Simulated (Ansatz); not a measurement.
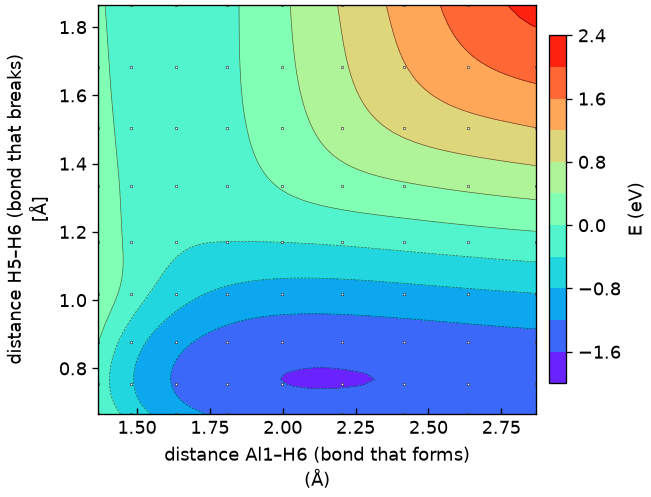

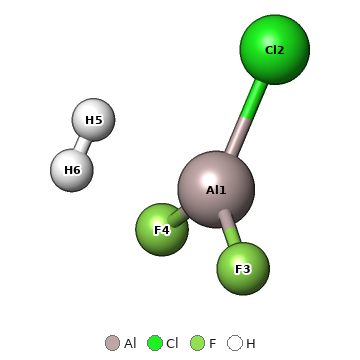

Energy landscape of the reacting system AlClF2H2 (fragments AlClF₂ + H₂ where the first distance is long, AlClF₂H₂ where the second is long). Coordinates scanned: (1) distance Al1–H6 (bond that forms); (2) distance H5–H6 (bond that breaks). Relaxed at each point: all other coordinates. The scan uses a 9 × 9 grid. Points are written as (first, second). All energies are given in eV relative to a guessed transition structure relaxed with its forming and breaking bonds held. The reference is spin-restricted, so regions where a bond is pulled apart into radicals lie too high. All numbers below come from RKS r2SCAN-D4/def2-SVP in Ansatz 0.2.0.

Drawn: filled contours, dots at the grid points. Between grid points the surface is interpolated. The second picture is the structure at the lowest point.

### Where are the wells?

The lowest grid point is at (2.202 Å, 0.755 Å), −1.61 eV from a guessed transition structure relaxed with its forming and breaking bonds held. No other kind of well shows on this grid. The highest grid point, (2.868 Å, 1.866 Å), lies 3.74 eV above the lowest. On the interpolated surface the lowest path from the side where the first distance is long, (2.637 Å, 0.755 Å), to the side where the second distance is long, about (1.58 Å, 1.87 Å), has its top at about (1.63 Å, 1.43 Å), about 1.3 eV above the start and 0.062 eV above the end.

Each point was launched as `ansatz run input.yaml --threads 1 --pin off --max-ram 2560MiB --backend cpu --events-out ev --progress --plain --runs-dir out`. The whole map (81 points run) took 19 min on 1 thread of Arm Neoverse V2, with other jobs on the host.
